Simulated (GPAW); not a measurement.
# Nb2NOS MXene monolayer in an electric field, part 2 of 2

Wanted: the out-of-plane polarisability of Nb2NOS MXene monolayer.

GPAW 26.7.0; GPAW, PAW setups; layer in a repeated cell with vacuum, relaxation of atoms and in-plane cell (the session's first sound run).

So far. Step 5 (Field on): The dipole is now -0.0328 e Å, against -0.0015 in the run without a field.

### Step 8. Field on

Level of this step: GPAW, PAW setups; slab in vacuum (GPAW).

run.py

```python
import json
import numpy as np
from ase import Atoms
from gpaw import GPAW, PW
from gpaw.external import ConstantElectricField

slab = Atoms(
    ['S', 'Nb', 'N', 'Nb', 'O'],
    positions=[
        [-0.00000, 1.83293, 9.00000],
        [1.58736, 0.91646, 10.64867],
        [0.00000, -0.00000, 11.89708],
        [-0.00000, 1.83293, 13.02630],
        [1.58736, 0.91646, 14.06735]],
    cell=[[3.17472, -0.0, 0.0], [-1.58736, 2.74939, 0.0], [0.0, 0.0, 23.0674]],
    pbc=[True, True, False])

slab.calc = GPAW(mode=PW(500), xc='PBE', kpts={'size': (12, 12, 1), 'gamma': True},
                 occupations={'name': 'fermi-dirac', 'width': 0.05}, nbands='160%',
                 convergence={'density': 1e-05}, maxiter=200,
                 poissonsolver={'dipolelayer': 'xy'},
                 external=ConstantElectricField(0.1, [0, 0, 1]),
                 symmetry={'tolerance': 1e-3}, txt='slab.txt')
result = {}
energy = slab.get_potential_energy()
fermi = slab.calc.get_fermi_level()
v = slab.calc.get_electrostatic_potential().mean((0, 1)) - fermi
n = slab.calc.get_pseudo_density().mean((0, 1))
L = slab.cell[2, 2]
z = np.arange(len(v)) * L / len(v)
low, high = slab.positions[:, 2].min(), slab.positions[:, 2].max()
below, above = np.interp([low - 6.8, high + 6.8], z, v)
slopes = [np.interp(x, z, np.gradient(v, z)) for x in (low - 6.8, high + 6.8)]
eps = np.array([[slab.calc.get_eigenvalues(k, s) for k in range(len(slab.calc.get_ibz_k_points()))]
                for s in range(slab.calc.get_number_of_spins())]) - fermi
top, bottom = eps[eps < 0].max(), eps[eps > 0].min()
dipole = slab.get_dipole_moment()[2]
print(f'energy {energy:.4f} eV, Fermi level {fermi:.4f} eV, dipole {dipole:.5f} e A')
print(f'potential 6.8 A off the faces, from the Fermi level: lower {below:.4f} eV, upper {above:.4f} eV')
print(f'slope of the potential there: lower {slopes[0]:.5f}, upper {slopes[1]:.5f} eV/A')
print(f'nearest levels on the mesh: {top:.4f} and {bottom:.4f} eV')
print('magnetic moment', round(slab.get_magnetic_moment(), 3))
result.update(energy=energy, fermi=fermi, dipole=dipole, below=below, above=above, slopes=slopes, edges=[top, bottom],
              z=z.tolist(), v=v.tolist(), n=n.tolist(), positions=slab.positions.tolist(),
              forces=slab.get_forces(apply_constraint=False).tolist(), moments=slab.get_magnetic_moments().tolist())
json.dump(result, open('result.json', 'w'))
```

Started as:

```bash
OMP_NUM_THREADS=1 OPENBLAS_NUM_THREADS=1 python run.py
```

The program printed:

```text
energy -44.7062 eV, Fermi level -0.2218 eV, dipole 0.03048 e A
potential 6.8 A off the faces, from the Fermi level: lower 5.7290 eV, upper 5.0979 eV
slope of the potential there: lower -0.00062, upper 0.00027 eV/A
nearest levels on the mesh: -0.0441 and 0.1071 eV
magnetic moment 0.0
```

The job ended after 2.5 min (1 thread of INTEL XEON PLATINUM 8581C at 2.30GHz (Emerald Rapids), shared host; peak memory 0.6 GiB).

The electrostatic potential energy of an electron (without an applied field's), less the Fermi level, planar mean oscillates, so the rows of the table below give means over windows of 1 Å about each position, cut where the curve ends. Its maxima inside the range that stand out by 2 % of the span (Å: eV): 9.7: -5.30, 11.4: -8.65, 12.3: -11.0, 13.7: -11.6. Its minima: 9.0: -18.7, 10.7: -23.4, 11.9: -14.7, 13.1: -24.1, 13.9: -12.4.

The electrostatic potential energy of an electron (without an applied field's), less the Fermi level, planar mean by z; means over each step:

| z (Å) | electrostatic potential energy of an electron (without an applied field's), less the Fermi level, planar mean (eV) |
| --- | --- |
| 0 | 5.61 |
| 1 | 5.73 |
| 2 | 5.73 |
| 3 | 5.73 |
| 4 | 5.73 |
| 5 | 5.73 |
| 6 | 5.72 |
| 7 | 5.59 |
| 8 | 2.55 |
| 9 | -12.9 |
| 10 | -10.8 |
| 11 | -16.6 |
| 12 | -12.1 |
| 13 | -20.2 |
| 14 | -9.80 |
| 15 | 3.63 |
| 16 | 5.05 |
| 17 | 5.09 |
| 18 | 5.10 |
| 19 | 5.10 |
| 20 | 5.10 |
| 21 | 5.10 |
| 22 | 5.10 |

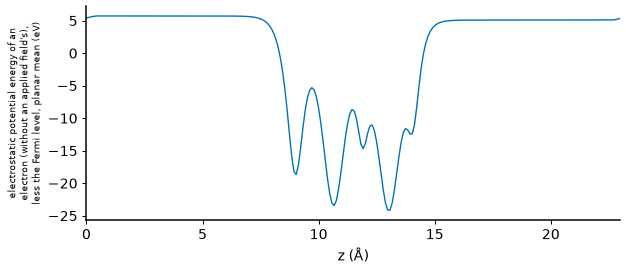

Electrostatic potential energy of an electron (without an applied field's), less the Fermi level, planar mean against z.

The dipole is now 0.0305 e Å, against -0.0015 in the run without a field.

### Step 9. Field on

run.py, as its differences from that of step 8:

```diff
@@ -21,3 +21,3 @@
                  poissonsolver={'dipolelayer': 'xy'},
-                 external=ConstantElectricField(0.1, [0, 0, 1]),
+                 external=ConstantElectricField(0.2, [0, 0, 1]),
                  symmetry={'tolerance': 1e-3}, txt='slab.txt')
```

The program printed:

```text
energy -44.7108 eV, Fermi level -0.2398 eV, dipole 0.06214 e A
potential 6.8 A off the faces, from the Fermi level: lower 6.0828 eV, upper 4.7952 eV
slope of the potential there: lower -0.00062, upper 0.00027 eV/A
nearest levels on the mesh: -0.0442 and 0.1067 eV
magnetic moment 0.0
```

Run time: 2.6 min. Hardware: 1 thread; peak memory 0.6 GiB.

The dipole is now 0.0621 e Å, against -0.0015 in the run without a field.

### Step 10. In a field

run.py, as its differences from that of step 9:

```diff
@@ -21,3 +21,3 @@
                  poissonsolver={'dipolelayer': 'xy'},
-                 external=ConstantElectricField(0.2, [0, 0, 1]),
+                 external=ConstantElectricField(0.3, [0, 0, 1]),
                  symmetry={'tolerance': 1e-3}, txt='slab.txt')
```

The program printed:

```text
energy -44.7186 eV, Fermi level -0.2585 eV, dipole 0.09383 e A
potential 6.8 A off the faces, from the Fermi level: lower 6.4377 eV, upper 4.4933 eV
slope of the potential there: lower -0.00062, upper 0.00027 eV/A
nearest levels on the mesh: -0.0443 and 0.1064 eV
magnetic moment 0.0
```

Wall time 2.6 min (1 thread); peak memory 0.6 GiB.

The electrostatic potential energy of an electron (without an applied field's), less the Fermi level, planar mean oscillates, so the rows of the table below give means over windows of 1 Å about each position, cut where the curve ends. Its maxima inside the range that stand out by 2 % of the span (Å: eV): 0.5: 6.44, 9.7: -4.94, 11.4: -8.63, 12.3: -11.2, 13.7: -12.0. Its minima: 9.0: -18.2, 10.7: -23.3, 11.9: -14.8, 13.1: -24.4, 14.0: -12.9.

Table of electrostatic potential energy of an electron (without an applied field's), less the Fermi level, planar mean by z; means over each step:

| z (Å) | electrostatic potential energy of an electron (without an applied field's), less the Fermi level, planar mean (eV) |
| --- | --- |
| 0 | 6.07 |
| 1 | 6.44 |
| 2 | 6.44 |
| 3 | 6.44 |
| 4 | 6.44 |
| 5 | 6.44 |
| 6 | 6.43 |
| 7 | 6.29 |
| 8 | 3.19 |
| 9 | -12.4 |
| 10 | -10.5 |
| 11 | -16.5 |
| 12 | -12.2 |
| 13 | -20.5 |
| 14 | -10.3 |
| 15 | 3.06 |
| 16 | 4.45 |
| 17 | 4.49 |
| 18 | 4.49 |
| 19 | 4.49 |
| 20 | 4.49 |
| 21 | 4.49 |
| 22 | 4.49 |

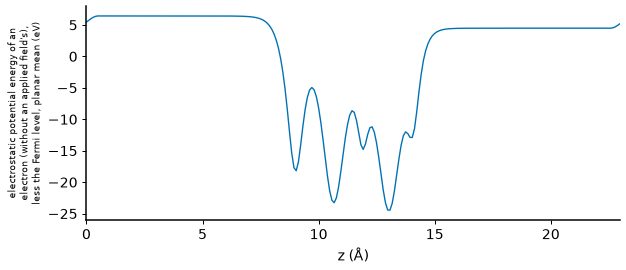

Electrostatic potential energy of an electron (without an applied field's), less the Fermi level, planar mean against z.

The dipole is now 0.0938 e Å, against -0.0015 in the run without a field.

### Step 11. The series

The members are put on one axis.

This step: induced dipole against applied field (GPAW 26.7.0).

The dipole along the normal by field:

| field (V/Å) | dipole along the normal (e·Å) |
| --- | --- |
| -0.200 | -0.0644 |
| -0.100 | -0.0328 |
| -0.050 | -0.0170 |
| 0.000 | -0.00145 |
| 0.050 | 0.0147 |
| 0.100 | 0.0305 |
| 0.200 | 0.0621 |
| 0.300 | 0.0938 |

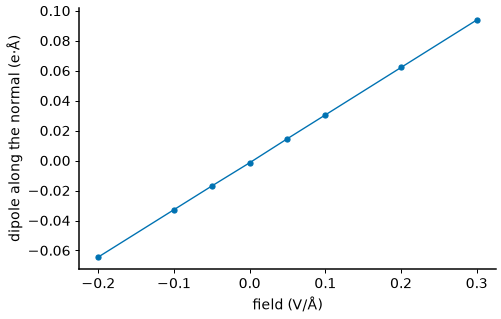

Dipole along the normal against field.

### Step 12. A changed run

One more run, with changed settings.

This step: GPAW, PAW setups; slab in vacuum (GPAW 26.7.0).

run.py, as its differences from that of step 10:

```diff
@@ -4,3 +4,2 @@
 from gpaw import GPAW, PW
-from gpaw.external import ConstantElectricField
 
@@ -18,6 +17,5 @@
 slab.calc = GPAW(mode=PW(500), xc='PBE', kpts={'size': (12, 12, 1), 'gamma': True},
-                 occupations={'name': 'fermi-dirac', 'width': 0.05}, nbands='160%',
-                 convergence={'density': 1e-05}, maxiter=200,
+                 occupations={'name': 'fermi-dirac', 'width': 0.05}, nbands='100%',
+                 convergence={'density': 1e-05}, maxiter=50,
                  poissonsolver={'dipolelayer': 'xy'},
-                 external=ConstantElectricField(0.3, [0, 0, 1]),
                  symmetry={'tolerance': 1e-3}, txt='slab.txt')
```

The program printed:

```text
gpaw.KohnShamConvergenceError
```

It took 83 s on 1 thread; peak memory 0.26 GiB.

No converged result was reached; the numbers in the log don't describe the system.

The fault put into the input: too few bands, under a cap of 50 iterations, which ended the run (nbands = "100 % of the filled bands").

### Step 13. Results

```yaml
work_function_upper_and_lower_face: 5.401 and 5.377 eV
dipole_along_the_normal: -0.00145 e Å
induced_dipole_per_field: 0.316 e Å per V/Å
out_of_plane_polarisability_per_area_alpha_eps_0_a: 6.56 Å
```

In words: The field induces 0.316 e Å per V/Å, a polarisable thickness α/(ε0 A) of 6.56 Å beside 5.07 Å between the outermost nuclei. A perfect conductor would give the distance between its two image planes; a dielectric of thickness t gives t(1 - 1/ε). The induced dipole is linear in the field over this range. The starting lattice was a guess from atomic radii; the relaxation moved it by 3 %. The small printed dipole stands for a step of 30 meV from the lower to the upper face, and the probes find 24 meV; values this small are near the numerical noise of both. The cell holds an odd number of electrons, so without spin polarisation it must come out metallic and without a moment, whatever its true state. The layer's cell and atoms come from the relaxation; spin-orbit coupling and temperature are left out.

[Logs are printed without paths, hosts, clocks, repeated set-up lines and the standing remarks that a program may print on its own settings, such as how far it seeks lower states.]

[Hosts, paths, dates, database ids (printed as entryN), source tags and the programs' standing remarks are cut or masked in the printed files.]
